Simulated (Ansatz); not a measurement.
**PBE0/cc-pVTZ run of [BF2]+ (SMILES F[B+]F)**

What is the vertical singlet–triplet gap of [BF2]+ at PBE0/cc-pVTZ? 

The calculation is run with Ansatz 0.2.0.

6 further runs of the same task are left out: 3 that didn't finish, 3 set aside as unsound or not needed.

## Step 1: The molecule

The species is [BF2]+ (3 atoms), meant as a singlet with charge +1. SMILES: `F[B+]F`. The coordinates come from a PBE0-D4/def2-TZVP relaxation.

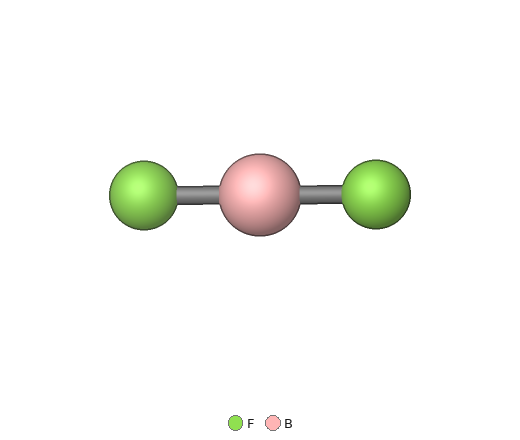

The structure, seen from a chosen angle (fluorine green, boron pink).

## Step 2: The energy at PBE0/cc-pVTZ

File in.yaml:

```yaml
crystal:
  periodic: [false, false, false]
  atoms:
    - {symbol: F, position_ang: [0.329710, 1.140520, 0.307700]}
    - {symbol: B, position_ang: [0.000000, -0.000000, 0.000000]}
    - {symbol: F, position_ang: [-0.329720, -1.140520, -0.307700]}
basis:
  gaussian:
    orbitals: cc-pVTZ
accuracy: high
hamiltonian:
  xc: pbe0
output: {orbitals: {seedname: orbitals}}
total_charge: 1
```

Run with:

```
$ ansatz run in.yaml --threads 1 --pin off --max-ram 3480MiB --events-out events.jsonl --progress --plain --runs-dir runs
```

Standard output:

```text
Warning: RAYON_NUM_THREADS=1 ignored (pool sized by the plan → 1); use --threads N
Functional definition: PBE0
  name "PBE0"
  parameter a = 0.25
  parameter kappa = 0.804
  parameter beta = 0.06672455060314922
  exchange = (1 - a)*pbe_x(kappa = kappa, mu = beta*pi^2/3) + a*exact_x
  correlation = pbe_c(beta = beta)
1354 factors; integrals over basis functions are off by at most 4.1e-9 eV
mean field evaluation 1: about -6088.8053 eV, gradient 8.9e1 eV
mean field evaluation 2: about -6071.6567 eV, gradient 1.4e2 eV
mean field evaluation 4: about -6098.4660 eV, gradient 1.2e0 eV
mean field evaluation 8: about -6098.4690 eV, gradient 3.1e-3 eV
mean field evaluation 16: about -6098.4690 eV, gradient 1.1e-8 eV
mean field -6098.46902082 eV, -224.1146028244 hartree, gradient 6.2e-9 eV, S^2 0.000000; 0 other end points of the search recorded, 0 dependent functions left out
reference -6098.46902291 eV, -224.1146029011 hartree; 11, 11 occupied and 79, 79 virtual orbitals, 1354 factors
Total energy: -6098.46902291 eV, -224.1146029011 hartree
```

Run time: 2 s. Hardware: 1 thread of Arm Neoverse V2, shared host; peak memory 0.17 GiB.

## Step 3: The triplet, same level

File job.yaml:

```yaml
crystal:
  periodic: [false, false, false]
  atoms:
    - symbol: F
      position_ang: [0.329710, 1.140520, 0.307700]
    - symbol: B
      position_ang: [0.000000, -0.000000, 0.000000]
    - symbol: F
      position_ang: [-0.329720, -1.140520, -0.307700]
basis:
  gaussian:
    orbitals: cc-pVTZ
total_charge: 1
magnetization:
  spin_polarized: true
  initial_magnetization: 2
hamiltonian:
  xc: pbe0
accuracy: high
output:
  orbitals: {seedname: orbitals}
```

Run with:

```
$ ansatz run job.yaml --threads 1 --pin off --max-ram 3480MiB --events-out events.jsonl --progress --plain --runs-dir runs
```

Standard output, shortened:

```text
Warning: RAYON_NUM_THREADS=1 ignored (pool sized by the plan → 1); use --threads N
[... 2 set-up lines as earlier in the session ...]
[...]
1354 factors; integrals over basis functions are off by at most 4.1e-9 eV
[...]
mean field -6087.20121393 eV, -223.7005185588 hartree, gradient 1.3e-10 eV, S^2 2.004229; 10 other end points of the search recorded, 0 dependent functions left out
reference -6087.20121636 eV, -223.7005186480 hartree; 12, 10 occupied and 78, 80 virtual orbitals, 1354 factors
Total energy: -6087.20121636 eV, -223.7005186480 hartree
```

Wall time 1.7 min (1 thread of Arm Neoverse V2, shared host); peak memory 0.26 GiB.

## Step 4: Results

Level: PBE0/cc-pVTZ.

| quantity | value |
| --- | --- |
| singlet: total energy | -224.11460 Eh |
| singlet: HOMO energy | -22.70 eV |
| singlet: LUMO energy | -8.35 eV |
| singlet: HOMO–LUMO gap | 14.35 eV |
| triplet: total energy | -223.70052 Eh |
| triplet: HOMO energy (highest over α and β) | -11.53 eV |
| triplet: ⟨S²⟩ | 2.004 |
| vertical energy of the triplet above the singlet | 11.268 eV |

**Reading.** At this shape the triplet lies 11.27 eV (1087 kJ/mol) above the singlet.
